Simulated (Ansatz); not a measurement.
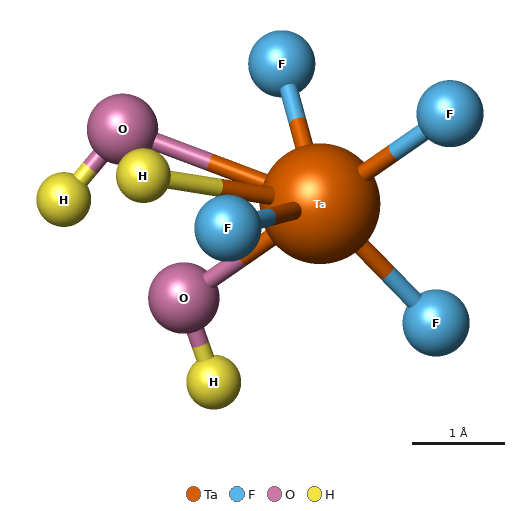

Fig. 1: The structure as given in the input (ball-and-stick view, seen at a tilt). Sticks mark near contacts. Bond lengths as drawn: F–Ta 1.93 to 2.28 Å, H–O 1.01 Å, H–Ta 2.32 Å and O–Ta 2.02 to 2.32 Å.

**Geometry relaxation, with input and output: TaH3O2F4 (part 1 of 2)**

System: TaH3O2F4.
Method: RKS B3LYP-D4/def2-SVP (Ansatz 0.2.0).

The input holds or restrains some coordinates. It belongs to a series of runs on one base structure; here: pulled along the bonds that form and break, towards end A.

### Input file
```yaml
crystal:
  periodic: [false, false, false]
  atoms:
    - { symbol: Ta, position_ang: [0.0, 0.0, 0.0] }
    - { symbol: F, position_ang: [2.28, 0.0, 0.0] }
    - { symbol: O, position_ang: [0.0, 0.0, 2.02] }
    - { symbol: H, position_ang: [-0.2547, -0.9174, 2.3571] }
    - { symbol: F, position_ang: [0.0, 0.0, -1.93] }
    - { symbol: F, position_ang: [-0.965, 1.6714, 0.0] }
    - { symbol: F, position_ang: [-0.965, -1.6714, 0.0] }
    - { symbol: O, position_ang: [0.7315, 1.8133, 1.2487] }
    - { symbol: H, position_ang: [1.0209, 1.4979, 2.1636] }
    - { symbol: H, position_ang: [1.9139, 1.0729, 0.7389] }
basis:
  gaussian: { orbitals: def2-SVP }
hamiltonian:
  xc: b3lyp
  dispersion: d4
relax:
  f_tol: 0.15
  max_steps: 25
  restrain:
    - { distance: [0, 7], at: 3.22, k: 30.0 }
    - { distance: [9, 1], at: 2.12, k: 30.0 }
    - { distance: [0, 1], at: 1.93, k: 30.0 }
    - { distance: [9, 7], at: 1.01, k: 30.0 }
output:
  orbitals: {}
```

Command:
```bash
ansatz run input.yaml --threads 4 --pin off --max-ram 5120MiB --backend cpu --events-out ev --progress --plain --runs-dir out
```

### What the program printed
```
The last accepted step is kept in [file] (removed where the run ends without a failure and the disk answers)
Engine: ansatz 0.2.0, aarch64-unknown-linux-gnu
Functional definition: B3LYP
  parameter a0 = 0.2
  parameter ax = 0.72
  parameter ac = 0.81
  exchange = (1 - a0 - ax)*slater_x + ax*b88_x + a0*exact_x
  correlation = (1 - ac)*vwn_rpa_c + ac*lyp_c
1350 factors; integrals over basis functions are off by at most 3.3e-4 eV
mean field evaluation 1: about -16536.0089 eV, gradient 1.0e2 eV
mean field evaluation 2: about -16145.8769 eV, gradient 3.7e2 eV
mean field evaluation 4: about -16553.0882 eV, gradient 3.8e1 eV
mean field evaluation 8: about -16555.5671 eV, gradient 3.7e-1 eV
mean field evaluation 16: about -16555.6357 eV, gradient 2.1e-3 eV
mean field -16555.63572333 eV, -608.4083910195 hartree, gradient 2.9e-5 eV, S^2 0.000000; 0 other end points of the search recorded, 0 dependent functions left out
the calculation of the forces begins
reference -16555.63603960 eV, -608.4084026422 hartree; 34, 34 occupied and 97, 97 virtual orbitals, 1350 factors
relax step   1: F+E_penalty+E_count = -16555.92360971 eV  Δ(F+E_penalty+E_count) = +0.000e0 eV  max|allowed force component| = 6.461e0 eV/Å  E_restraint = 26.19636508 eV  max|allowed force component, restraints' pulls added| = 2.656e1 eV/Å  Δτ_max = 0.0000 Å  (33 SCF iters, accepted)
  distance Ta 0 - O 7 = 2.3200 Å
  distance H 9 - F 1 = 1.3532 Å
  distance Ta 0 - F 1 = 2.2800 Å
  distance H 9 - O 7 = 1.4853 Å
these checks for a lower state are left out or cut short: starts, cluster_reference, orbital_swaps, neighbouring_geometries, increment
1350 factors; integrals over basis functions are off by at most 4.8e-4 eV
mean field -16556.85984550 eV, -608.4533766793 hartree, gradient 1.5e-5 eV, S^2 0.000000; 0 other end points of the search recorded, 0 dependent functions left out
[... from here on the field's lines of each further geometry are left out, up to the last ...]
relax step   2: F+E_penalty+E_count = -16557.14258302 eV  Δ(F+E_penalty+E_count) = -1.219e0 eV  max|allowed force component| = 5.639e0 eV/Å  E_restraint = 12.26621457 eV  max|allowed force component, restraints' pulls added| = 1.982e1 eV/Å  Δτ_max = 0.1949 Å  (38 SCF iters, accepted)
relax step   3: F+E_penalty+E_count = -16558.37736252 eV  Δ(F+E_penalty+E_count) = -1.235e0 eV  max|allowed force component| = 5.979e0 eV/Å  E_restraint = 4.18784862 eV  max|allowed force component, restraints' pulls added| = 9.547e0 eV/Å  Δτ_max = 0.1947 Å  (38 SCF iters, accepted)
relax step   4: F+E_penalty+E_count = -16559.24302976 eV  Δ(F+E_penalty+E_count) = -8.657e-1 eV  max|allowed force component| = 4.676e0 eV/Å  E_restraint = 0.93734709 eV  max|allowed force component, restraints' pulls added| = 4.488e0 eV/Å  Δτ_max = 0.1915 Å  (38 SCF iters, accepted)
relax step   5: F+E_penalty+E_count = -16559.78454624 eV  Δ(F+E_penalty+E_count) = -5.415e-1 eV  max|allowed force component| = 2.176e0 eV/Å  E_restraint = 0.07590420 eV  max|allowed force component, restraints' pulls added| = 2.107e0 eV/Å  Δτ_max = 0.1948 Å  (36 SCF iters, accepted)
relax step   6: F+E_penalty+E_count = -16560.07197377 eV  Δ(F+E_penalty+E_count) = -2.874e-1 eV  max|allowed force component| = 1.782e0 eV/Å  E_restraint = 0.02562199 eV  max|allowed force component, restraints' pulls added| = 1.072e0 eV/Å  Δτ_max = 0.2000 Å  (37 SCF iters, accepted)
relax step   7: F+E_penalty+E_count = -16560.22628581 eV  Δ(F+E_penalty+E_count) = -1.543e-1 eV  max|allowed force component| = 1.252e0 eV/Å  E_restraint = 0.01894341 eV  max|allowed force component, restraints' pulls added| = 4.359e-1 eV/Å  Δτ_max = 0.1996 Å  (37 SCF iters, accepted)
relax step   8: F+E_penalty+E_count = -16560.26441210 eV  Δ(F+E_penalty+E_count) = -3.813e-2 eV  max|allowed force component| = 7.780e-1 eV/Å  E_restraint = 0.02004281 eV  max|allowed force component, restraints' pulls added| = 2.053e-1 eV/Å  Δτ_max = 0.0954 Å  (32 SCF iters, accepted)
relax step   9: F+E_penalty+E_count = -16560.28178720 eV  Δ(F+E_penalty+E_count) = -1.738e-2 eV  max|allowed force component| = 8.473e-1 eV/Å  E_restraint = 0.01554118 eV  max|allowed force component, restraints' pulls added| = 4.672e-1 eV/Å  Δτ_max = 0.1539 Å  (33 SCF iters, accepted)
relax step  10: F+E_penalty+E_count = -16560.31646722 eV  Δ(F+E_penalty+E_count) = -3.468e-2 eV  max|allowed force component| = 8.145e-1 eV/Å  E_restraint = 0.01581652 eV  max|allowed force component, restraints' pulls added| = 3.210e-1 eV/Å  Δτ_max = 0.1997 Å  (36 SCF iters, accepted)
relax step  11: F+E_penalty+E_count = -16560.31438808 eV  Δ(F+E_penalty+E_count) = +2.079e-3 eV  max|allowed force component| = 1.174e0 eV/Å  E_restraint = 0.01441406 eV  max|allowed force component, restraints' pulls added| = 1.174e0 eV/Å  Δτ_max = 0.1950 Å  (32 SCF iters, rejected (line search))
relax step  12: F+E_penalty+E_count = -16560.33516324 eV  Δ(F+E_penalty+E_count) = -1.870e-2 eV  max|allowed force component| = 8.184e-1 eV/Å  E_restraint = 0.01584043 eV  max|allowed force component, restraints' pulls added| = 1.507e-1 eV/Å  Δτ_max = 0.0973 Å  (31 SCF iters, accepted)
relax step  13: F+E_penalty+E_count = -16560.34811871 eV  Δ(F+E_penalty+E_count) = -1.296e-2 eV  max|allowed force component| = 8.533e-1 eV/Å  E_restraint = 0.01538853 eV  max|allowed force component, restraints' pulls added| = 1.233e-1 eV/Å  Δτ_max = 0.0997 Å  (31 SCF iters, accepted)
relax step  14: F+E_penalty+E_count = -16560.35512916 eV  Δ(F+E_penalty+E_count) = -7.010e-3 eV  max|allowed force component| = 8.554e-1 eV/Å  E_restraint = 0.01450929 eV  max|allowed force component, restraints' pulls added| = 5.713e-1 eV/Å  Δτ_max = 0.1464 Å  (36 SCF iters, accepted)
relax step  15: F+E_penalty+E_count = -16560.33872058 eV  Δ(F+E_penalty+E_count) = +1.641e-2 eV  max|allowed force component| = 1.006e0 eV/Å  E_restraint = 0.01761945 eV  max|allowed force component, restraints' pulls added| = 1.233e0 eV/Å  Δτ_max = 0.1376 Å  (37 SCF iters, rejected (line search))
the calculation of the forces begins
reference -16560.10053456 eV, -608.5724698059 hartree; 34, 34 occupied and 97, 97 virtual orbitals, 1350 factors
relax step  16: F+E_penalty+E_count = -16560.36606218 eV  Δ(F+E_penalty+E_count) = -1.093e-2 eV  max|allowed force component| = 8.800e-1 eV/Å  E_restraint = 0.01552824 eV  max|allowed force component, restraints' pulls added| = 6.344e-2 eV/Å  Δτ_max = 0.0688 Å  (32 SCF iters, accepted)
```

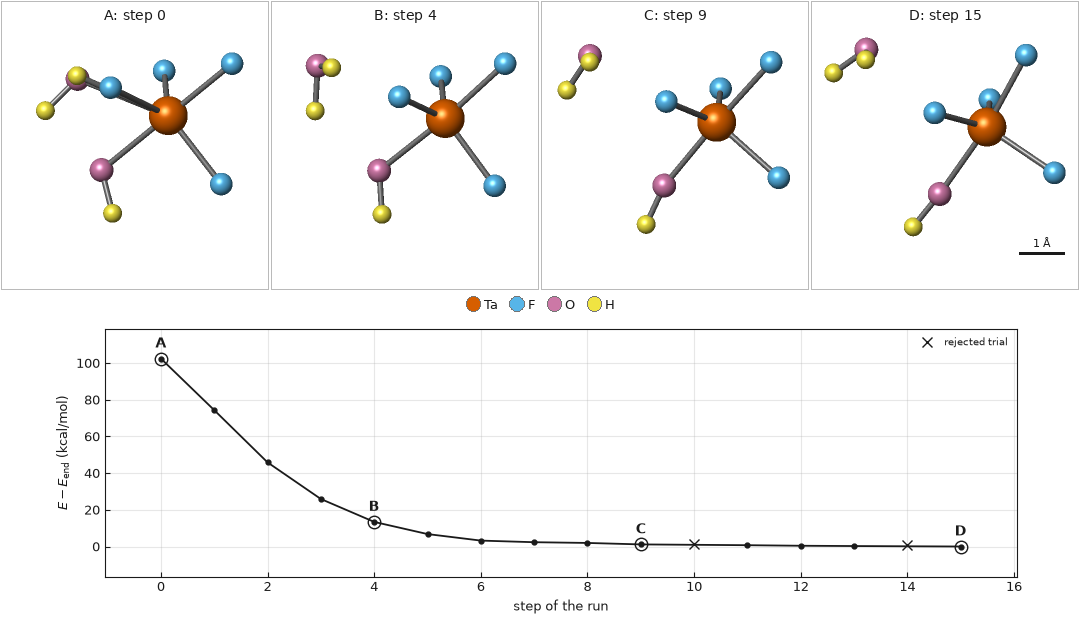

Fig. 2: Frames of the restrained relaxation (ball-and-stick view, seen at a tilt) above the curves, on which the letters mark them (the first geometry is step 0 here and step 1 in the log).

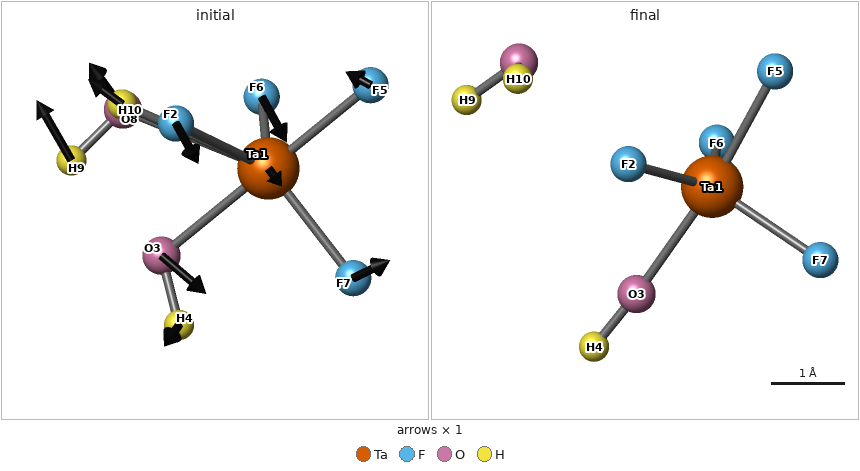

Fig. 3: Before (left) and after (right) the restrained relaxation, at one scale (ball-and-stick view, seen at a tilt). The black arrows give the displacements, at true length. H9 moves most after the best rigid fit: 0.97 Å. By element the largest moves are H 0.97 Å, O 0.92 Å, F 0.74 Å, Ta 0.32 Å. Distances before and after: Ta1–O8 2.320 → 3.204 Å, Ta1–H10 2.315 → 3.147 Å, O8–H10 1.485 → 0.986 Å, Ta1–F2 2.280 → 1.916 Å. New bonds form: O8–H10 (1.49 → 0.99 Å). Bonds break: Ta1–H10 (2.32 → 3.15 Å), Ta1–O8 (2.32 → 3.20 Å). Among the angles that change: Ta1–O3–H4 109.5° → 175.4°, F2–Ta1–F6 120.0° → 134.7°, F6–Ta1–F7 120.0° → 111.5°. After 15 geometry steps the energy has fallen by 102.4 kcal/mol. Largest force component: 6.5 eV/Å at the start, 0.88 eV/Å at the end. The line search rejected the trial steps at points 10, 14 (counted from 0) and went back. (Atoms are counted from 1 in the order of the input.)

```
  distance Ta 0 - O 7 = 3.2038 Å
  distance H 9 - F 1 = 2.1240 Å
  distance Ta 0 - F 1 = 1.9164 Å
  distance H 9 - O 7 = 0.9861 Å
1350 factors; integrals over basis functions are off by at most 7.8e-4 eV
mean field -16560.10021359 eV, -608.5724580102 hartree, gradient 1.4e-5 eV, S^2 0.000000; 1 other end points of the search recorded, 0 dependent functions left out
the calculation of the forces begins
reference -16560.10053456 eV, -608.5724698059 hartree; 34, 34 occupied and 97, 97 virtual orbitals, 1350 factors
Total energy: -16560.36638316 eV, -608.5822395617 hartree
Atom 0 at    -0.157141    -0.257559    -0.009486 Å, force     0.654673     0.370903     0.167007 eV/Å
Atom 1 at     1.741744    -0.354190     0.230574 Å, force    -0.433290    -0.050417    -0.076804 eV/Å
Atom 2 at    -0.398421    -0.746049     1.796475 Å, force    -0.005966    -0.032115     0.042707 eV/Å
Atom 3 at    -0.447664    -0.976515     2.726735 Å, force     0.000545     0.016847    -0.018770 eV/Å
Atom 4 at     0.236605     0.365535    -1.756855 Å, force    -0.005532    -0.011322     0.046561 eV/Å
Atom 5 at    -1.433594     1.106019     0.126066 Å, force    -0.000998    -0.008984    -0.001316 eV/Å
Atom 6 at    -0.902944    -1.826474    -0.683017 Å, force     0.011019     0.020955    -0.003937 eV/Å
Atom 7 at     1.488224     2.249649     1.117904 Å, force     0.282217    -0.880010    -0.220282 eV/Å
Atom 8 at     1.434515     2.322015     2.082219 Å, force    -0.004085     0.003948    -0.063437 eV/Å
Atom 9 at     2.200276     1.584269     0.967684 Å, force    -0.498582     0.570194     0.128272 eV/Å
Dipole moment:     0.159462    -0.209410     1.011088 e Å
```

### Trajectory as extended XYZ (Å, eV, eV/Å), 16 frames, from step=1 to step=16
```
10
Properties=species:S:1:pos:R:3:forces:R:3 step=1 energy=-16555.92361
Ta    0.0000    0.0000    0.0000    0.5873   4.2659   2.0645
F     2.2800    0.0000    0.0000   -3.0227   0.8234   0.6614
O     0.0000    0.0000    2.0200   -1.4670  -5.4352  -0.2546
H    -0.2547   -0.9174    2.3571    0.1908   1.2747  -0.0426
F     0.0000    0.0000   -1.9300    0.3161  -0.1623   1.0679
F    -0.9650    1.6714    0.0000   -1.3561  -2.7635  -1.9868
F    -0.9650   -1.6714    0.0000    0.8134   1.4561   0.3203
O     0.7315    1.8133    1.2487    6.4611  -1.3472  -0.8391
H     1.0209    1.4979    2.1636   -0.8693   0.6763  -1.3717
H     1.9139    1.0729    0.7389   -1.6534   1.2118   0.3808
10
Properties=species:S:1:pos:R:3:forces:R:3 step=2 energy=-16557.14258
Ta    0.0202   -0.0793   -0.0588    1.5065   5.2622   3.6837
F     2.2029   -0.0825   -0.0559   -3.5455  -0.0493   0.0335
O    -0.0067   -0.0362    2.0017   -0.7040  -3.1541  -1.5792
H    -0.2572   -0.9186    2.3612    0.0234   0.5618   0.1786
F     0.0035   -0.0037   -1.9344    0.1506  -0.2423  -0.1994
F    -0.9650    1.6321   -0.0172   -0.0387  -3.2902  -1.3421
F    -0.9642   -1.6710    0.0021    0.2794   0.2876  -0.0252
O     0.8852    1.9223    1.2986    5.6391  -2.9736  -2.0876
H     1.0226    1.4976    2.1746   -0.6462   0.4807  -0.2031
H     1.8204    1.2060    0.8264   -2.6646   3.1173   1.5409
10
Properties=species:S:1:pos:R:3:forces:R:3 step=3 energy=-16558.37736
Ta    0.0379   -0.1493   -0.0992    1.8332   5.9790   4.2521
F     2.1128   -0.1749   -0.1180   -3.4043  -0.2529  -0.0388
O    -0.0100   -0.0589    1.9743   -0.2218  -1.9473  -2.0607
H    -0.2578   -0.9154    2.3644   -0.0639   0.1710   0.3005
F     0.0037   -0.0075   -1.9451    0.0147  -0.2318  -1.0018
F    -0.9555    1.5872   -0.0288    0.6603  -3.4184  -1.0047
F    -0.9658   -1.6785   -0.0018   -0.3400  -0.8918  -0.1753
O     1.0198    2.0003    1.3450    3.6286  -2.4479  -1.4445
H     1.0155    1.4996    2.1839   -0.6889   0.4678   0.1215
H     1.7611    1.3641    0.9235   -1.4179   2.5723   1.0516
```
